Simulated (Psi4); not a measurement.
## Single-point calculation, with input and output: GeH2Cl2

System: GeH2Cl2, SMILES [Cl][GeH2][Cl].
Method: PBE/def2-TZVPP, RKS (Psi4 1.11).

The geometry comes from this level: PBE0-D4/def2-TZVP.

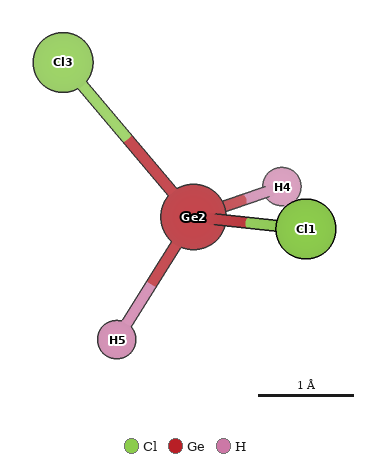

**Figure 1.** The structure (ball-and-stick view, seen at a tilt; atoms are numbered from 1 in the order of the input). Sticks mark near contacts. Bond lengths as drawn: Cl–Ge 2.14 Å and Ge–H 1.53 Å.

Input (calc.py)
```python
import psi4

psi4.set_memory(1600000000)
psi4.set_num_threads(1)
psi4.set_output_file('output.dat', False)

m = psi4.geometry("""
0 1
Cl    -1.771500    -0.157700     0.977200
Ge     0.027400     0.080300    -0.156400
Cl     1.579400    -1.030200     0.811000
H     -0.198900    -0.525000    -1.541400
H      0.413600     1.558900    -0.131900
symmetry c1
""")

options = {'puream': True, 'scf_type': 'df', 'dft_radial_points': 99, 'dft_spherical_points': 590}
psi4.set_options(options)

energy_value, wavefunction = psi4.energy("pbe/def2-TZVPP", return_wfn=True)
print('E =', round(energy_value, 9))
```

Launch command:
```bash
python calc.py
```

What the program printed
```
Psi4 1.11 release

   => Loading Basis Set <=

    Name: DEF2-TZVPP
    Role: ORBITAL
    Keyword: BASIS

         ---------------------------------------------------------
                                   SCF
                              RKS Reference
                        1 Threads,   1525 MiB Core
         ---------------------------------------------------------

  ==> Geometry <==

    Molecular point group: c1
    Full point group: C1

    Geometry (in Angstrom), charge = 0, multiplicity = 1:

       Center              X                  Y                   Z               Mass
    ------------   -----------------  -----------------  -----------------  -----------------
         CL          -1.740818179141     0.079227162475     0.639350510715    34.968852682000
         GE           0.058081820859     0.317227162475    -0.494249489285    73.921177761000
         CL           1.610081820859    -0.793272837525     0.473150510715    34.968852682000
         H           -0.168218179141    -0.288072837525    -1.879249489285     1.007825032230
         H            0.444281820859     1.795827162475    -0.469749489285     1.007825032230

  Running in c1 symmetry.

  Rotational constants: A =      0.26364  B =      0.07896  C =      0.06228 [cm^-1]
  Rotational constants: A =   7903.69898  B =   2367.15931  C =   1867.06410 [MHz]
  Nuclear repulsion =  347.600220461253969

  Charge       = 0
  Multiplicity = 1
  Electrons    = 68
  Nalpha       = 34
  Nbeta        = 34

  ==> Algorithm <==

  SCF Algorithm Type is DF.
  DIIS enabled.
  MOM disabled.
  Fractional occupation disabled.
  Guess Type is SAD.
  Energy threshold   = 1.00e-06
  Density threshold  = 1.00e-06
  Integral threshold = 1.00e-12

  ==> Primary Basis <==

  Basis Set: DEF2-TZVPP
    Blend: DEF2-TZVPP
    Number of shells: 56
    Number of basis functions: 160
    Number of Cartesian functions: 181
    Spherical Harmonics?: true
    Max angular momentum: 3

  ==> DFT Potential <==

   => LibXC <=

    Version 7.1.2

   => Composite Functional: PBE <=

    PBE GGA Exchange-Correlation Functional

    Deriv               =              1
    GGA                 =           TRUE
    Meta                =          FALSE

    Exchange Hybrid     =          FALSE
    MP2 Hybrid          =          FALSE

   => Exchange Functionals <=

    1.0000     XC_GGA_X_PBE

   => Correlation Functionals <=

    1.0000     XC_GGA_C_PBE

   => LibXC Density Thresholds  <==

    XC_GGA_C_PBE:  1.00E-12
    XC_GGA_X_PBE:  1.00E-15

   => Molecular Quadrature <=

    Radial Scheme          =       TREUTLER
    Pruning Scheme         =           NONE
    Nuclear Scheme         =       TREUTLER

    Blocking Scheme        =         OCTREE
    BS radius alpha        =              1
    Pruning alpha          =              1
    Radial Points          =             99
    Spherical Points       =            590
    Total Points           =         273377
    Total Blocks           =           2047
    Max Points             =            256
    Max Functions          =            145
    Weights Tolerance      =       1.00E-15

   => Loading Basis Set <=

    Name: (DEF2-TZVPP AUX)
    Role: JKFIT
    Keyword: DF_BASIS_SCF

  ==> Integral Setup <==

  DFHelper Memory: AOs need 0.109 GiB; user supplied 0.263 GiB.
  SCF_SUBTYPE=INCORE selected. In-core MEM_DF algorithm will be used.
  Using in-core AOs.

  ==> MemDFJK: Density-Fitted J/K Matrices <==

    J tasked:                   Yes
    K tasked:                    No
    wK tasked:                   No
    Memory [MiB]:               269
    Algorithm:                 Core
    Schwarz Cutoff:           1E-12
    Mask sparsity (%):       5.6562
    Fitting Condition:        1E-10

   => Auxiliary Basis Set <=

  Basis Set: (DEF2-TZVPP AUX)
    Blend: DEF2-UNIVERSAL-JKFIT
    Number of shells: 148
    Number of basis functions: 558
    Number of Cartesian functions: 721
    Spherical Harmonics?: true
    Max angular momentum: 5

  Cached 100.0% of DFT collocation blocks in 0.854 [GiB].

  Minimum eigenvalue in the overlap matrix is 5.5102989455E-03.
  Reciprocal condition number of the overlap matrix is 1.1744116401E-03.
    Using symmetric orthogonalization.

  ==> Pre-Iterations <==

  SCF Guess: Superposition of Atomic Densities via on-the-fly atomic UHF (no occupation information).

   -------------------------
    Irrep   Nso     Nmo
   -------------------------
     A        160     160
   -------------------------
    Total     160     160
   -------------------------

  ==> Iterations <==

                           Total Energy        Delta E     RMS |[F,P]|

   @DF-RKS iter SAD: -2995.04237793085849   -2.99504e+03   0.00000e+00
   @DF-RKS iter   1: -2996.20844835893058   -1.16607e+00   2.04260e-02 ADIIS/DIIS
   @DF-RKS iter   2: -2971.30662396818207    2.49018e+01   8.07224e-02 ADIIS/DIIS
   @DF-RKS iter   3: -2996.96094246135499   -2.56543e+01   1.70383e-02 ADIIS/DIIS
   @DF-RKS iter   4: -2998.00962154571653   -1.04868e+00   1.13250e-03 ADIIS/DIIS
   @DF-RKS iter   5: -2998.01219515981438   -2.57361e-03   7.30076e-04 ADIIS/DIIS
   @DF-RKS iter   6: -2998.01763046199676   -5.43530e-03   1.84518e-04 ADIIS/DIIS
   @DF-RKS iter   7: -2998.01817168005437   -5.41218e-04   2.06668e-05 DIIS
   @DF-RKS iter   8: -2998.01817542876461   -3.74871e-06   7.21651e-06 DIIS
   @DF-RKS iter   9: -2998.01817600558570   -5.76821e-07   1.04467e-06 DIIS
   @DF-RKS iter  10: -2998.01817602311166   -1.75260e-08   2.75016e-07 DIIS
  Energy and wave function converged.

  ==> Post-Iterations <==

   Electrons on quadrature grid:
      Ntotal   =   67.9999991064 ; deviation = -8.936e-07

    Orbital Energies [Eh]
    ---------------------

    Doubly Occupied:

       1A   -397.119485     2A   -100.661394     3A   -100.661392
       4A    -49.224036     5A    -43.838085     6A    -43.837482
       7A    -43.836243     8A     -9.176224     9A     -9.176220
      10A     -6.997472    11A     -6.997470    12A     -6.990481
      13A     -6.990479    14A     -6.990065    15A     -6.990063
      16A     -6.029837    17A     -4.247606    18A     -4.245585
      19A     -4.241814    20A     -1.154455    21A     -1.153135
      22A     -1.149439    23A     -1.148829    24A     -1.148142
      25A     -0.767327    26A     -0.744049    27A     -0.521463
      28A     -0.367682    29A     -0.366276    30A     -0.363700
      31A     -0.298552    32A     -0.294140    33A     -0.286852
      34A     -0.280405

    Virtual:

      35A     -0.061431    36A     -0.036528    37A     -0.011877
      38A      0.028103    39A      0.130350    40A      0.138828
      41A      0.143760    42A      0.159577    43A      0.169100
      44A      0.186034    45A      0.203614    46A      0.257943
      47A      0.272839    48A      0.291575    49A      0.301960
      50A      0.310799    51A      0.313975    52A      0.322937
      53A      0.336848    54A      0.357934    55A      0.374958
      56A      0.397698    57A      0.431949    58A      0.459788
      59A      0.465710    60A      0.477435    61A      0.505083
      62A      0.542318    63A      0.552689    64A      0.554799
      65A      0.616393    66A      0.692900    67A      0.718959
      68A      0.805338    69A      0.821802    70A      0.871978
      71A      0.893468    72A      0.945577    73A      0.965847
      74A      0.974001    75A      1.023742    76A      1.040686
      77A      1.149273    78A      1.155347    79A      1.174715
      80A      1.228582    81A      1.244565    82A      1.274504
      83A      1.286852    84A      1.408546    85A      1.413981
      86A      1.650801    87A      1.662810    88A      1.670534
      89A      1.683697    90A      1.728792    91A      1.765629
      92A      1.775046    93A      1.786824    94A      1.797476
      95A      1.816077    96A      1.993536    97A      1.994963
      98A      1.996974    99A      1.999102   100A      2.012110
     101A      2.018608   102A      2.018773   103A      2.052998
     104A      2.113316   105A      2.133083   106A      2.134776
     107A      2.135658   108A      2.145392   109A      2.185361
     110A      2.229536   111A      2.231650   112A      2.233104
     113A      2.271720   114A      2.404969   115A      2.412499
     116A      2.478600   117A      2.593941   118A      2.594740
     119A      2.639503   120A      2.746818   121A      2.760547
     122A      2.829937   123A      3.165621   124A      3.172665
     125A      3.193768   126A      3.247827   127A      3.427405
     128A      3.518860   129A      3.562897   130A      3.564542
     131A      3.704581   132A      3.720769   133A      3.826055
     134A      3.908020   135A      3.922071   136A      3.924706
     137A      4.255316   138A      4.356895   139A      4.609758
     140A      4.616951   141A      4.847782   142A      6.106745
     143A      7.881253   144A      7.890518   145A      7.903208
     146A      7.903672   147A      7.948744   148A      7.984412
     149A      7.995962   150A      8.004537   151A      8.005035
     152A      8.034822   153A     10.518258   154A     10.518820
     155A     10.531717   156A     10.539760   157A     10.799041
     158A     10.814637   159A     24.741762   160A     24.860534

    Final Occupation by Irrep:
              A
    DOCC [    34 ]
    NA   [    34 ]
    NB   [    34 ]

  @DF-RKS Final Energy: -2998.01817602311166

   => Energetics <=

    Nuclear Repulsion Energy =            347.6002204612539686
    One-Electron Energy =               -4859.3893288995150215
    Two-Electron Energy =                1649.3909824088764253
    DFT Exchange-Correlation Energy =    -135.6200499937272639
    Empirical Dispersion Energy =           0.0000000000000000
    VV10 Nonlocal Energy =                  0.0000000000000000
    Total Energy =                      -2998.0181760231116641

Computation Completed

Properties will be evaluated at   0.000000,   0.000000,   0.000000 [a0]

Properties computed using the SCF density matrix

 Multipole Moments:

 ------------------------------------------------------------------------------------
     Multipole            Electronic (a.u.)      Nuclear  (a.u.)        Total (a.u.)
 ------------------------------------------------------------------------------------

 L = 1.  Multiply by 2.5417464519 to convert [e a0] to [Debye]
 Dipole X            :          0.2365127           -0.1659863            0.0705263
 Dipole Y            :          1.2918724           -0.9066017            0.3852707
 Dipole Z            :         -2.0129419            1.4126359           -0.6003060
 Magnitude           :                                                    0.7167808

 ------------------------------------------------------------------------------------

	total time  =          9 seconds =       0.15 minutes
```

Standard output
```
E = -2998.018176023
```

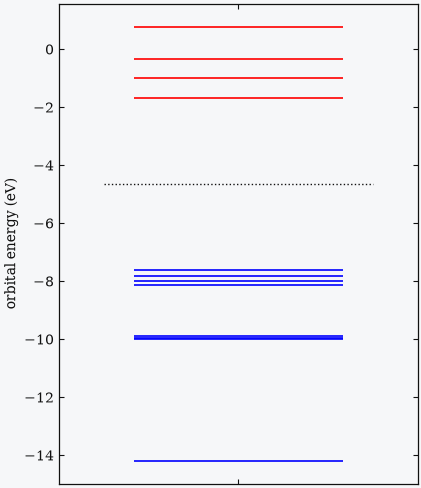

**Figure 2.** Orbital energies near the frontier; the dotted line parts filled from empty levels, and levels within 0.02 eV of each other stand side by side. Highest filled −7.63 eV, lowest empty −1.67 eV, 5.96 eV apart.

Key numbers

| quantity | value |
| --- | --- |
| outcome | converged |
| total energy | −2998.018176 hartree |
| basis functions | 160 |
| HOMO | −7.63 eV |
| LUMO | −1.67 eV |
| dipole moment | 1.82 D |
| hardware | 1 thread of AMD EPYC (Zen 5), 16 GiB of memory available, shared host |
| wall time | 11 s |
| peak memory | 1.2 GiB |
